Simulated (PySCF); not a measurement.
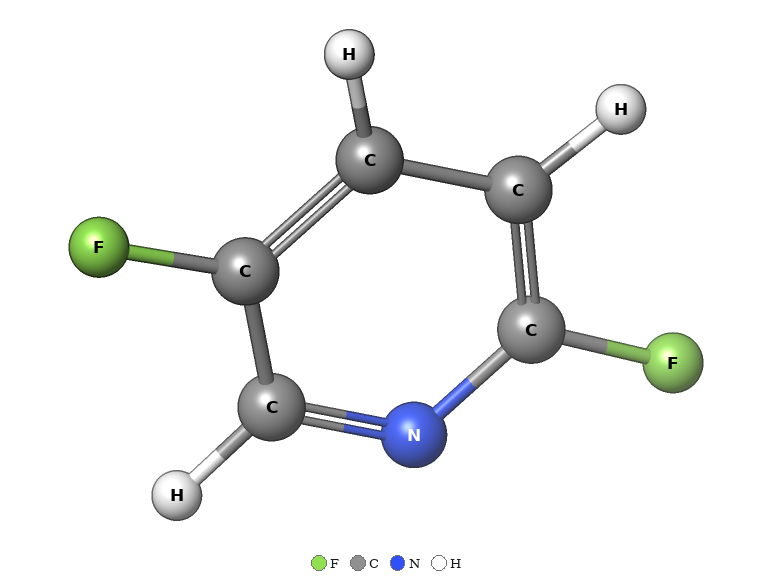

Ball-and-stick drawing of a structure. Multiple sticks mark multiple bonds (one Kekulé form).

The computed structure is the end point of a GFN2-xTB optimisation. No frequency run is at hand to confirm it as a minimum.

**Count the atoms of each element.**

C₅H₃F₂N, 11 atoms: 5 carbon, 3 hydrogen, 2 fluorine and 1 nitrogen.

**What is its SMILES?**

Fc1ccc(F)nc1

**Does it have rings?**

Independent rings (smallest set): 1 of 6 members, 1 of them aromatic.

**Which point group does it belong to?**

Cs.

The parts below concern this one geometry. Atoms keep their numbers from picture to picture.

### NMR shielding

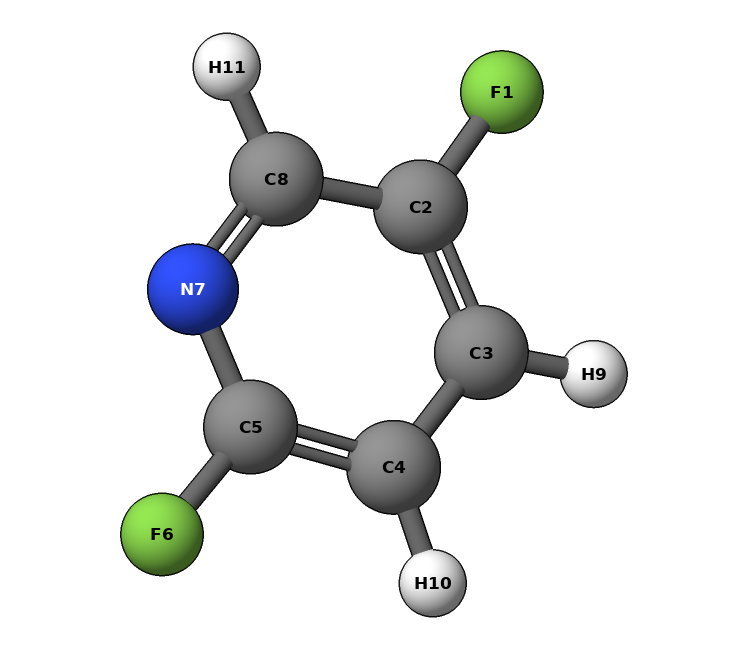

The questions are on isotropic NMR shieldings of the H atoms. No frequency run is at hand to confirm it as a minimum. Level of theory: GIAO PBE0/pcSseg-1 NMR shielding, non-relativistic, gas phase (PySCF 2.14.0).

List the isotropic NMR shieldings of the H atoms.

| atom | σ (ppm) |
| --- | --- |
| H9 | 23.98 |
| H10 | 24.69 |
| H11 | 23.23 |

### Ring current

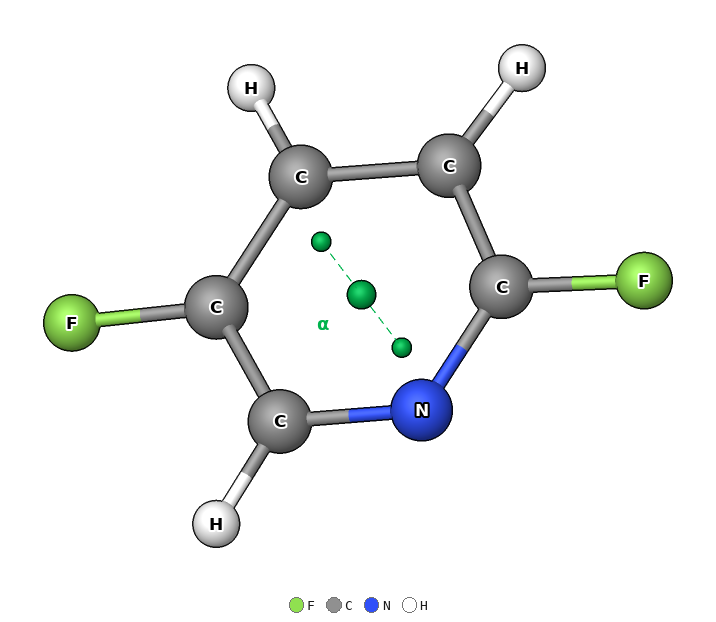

The small points mark where nucleus-independent chemical shifts (NICS) were computed: at the centre of each lettered ring and 1 Å above and below it. No frequency run is at hand to confirm it as a minimum. Properties computed with GIAO PBE0/pcSseg-1 NMR shielding, non-relativistic, gas phase (PySCF 2.14.0).

Give NICS(0), NICS(1) and the out-of-plane component NICS(1)zz for each ring (means of the two sides).

```csv
ring,members,NICS(0),NICS(1),NICS(1)zz
α,C5N,−10.2,−11.1,−26.7
```

Values in ppm.

**What do the values say about the ring currents?**

Ring α: diatropic, as in an aromatic ring. NICS is one index among several.

### Electronic properties

No frequency run is at hand to confirm it as a minimum. Method: PBE0/pcSseg-1, gas phase (PySCF 2.14.0).

**What is the dipole moment?**

2.39 D.

**Give the HOMO energy (Kohn–Sham orbital) at this level.**

−7.70 eV.

**Give the LUMO energy (Kohn–Sham orbital) at this level.**

−1.45 eV.
